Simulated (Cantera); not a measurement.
Input: 1 mol SiH2Cl2, 0.84 mol NH3, 2.3 mol N2, held at 0.270 bar.

Cantera equilibrium calculation (NASA polynomials, part measured and part estimated; ideal gas, pure solids and liquids). Candidate condensed phases: NH4Cl, Si, Si3N4; 28 gas species. The tables' values for SiCl3, SiCl, SiN are old estimates; treat these amounts as uncertain. Gases not in the tables: Si2H6 and higher silanes. Equilibrium is a limit: real reactors are often held back by kinetics, nucleation or transport.

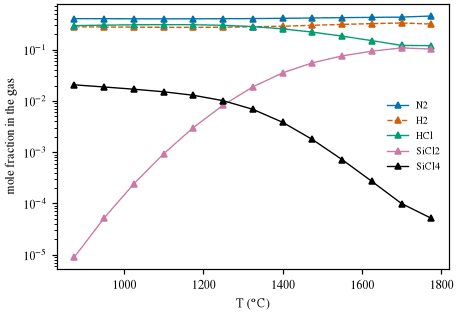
Equilibrium gas composition (values under 1e-9 drawn at 1e-9)

From 875 °C to 1700 °C the condensed part is Si3N4(s). At 1775 °C the condensed part is Si(l). The main Si-bearing gas is SiCl4 at 875 °C and SiCl2 at 1775 °C. The share of Si in condensed phases is highest at 1100 °C (90.2 %) and lowest at 1700 °C (35.6 %).
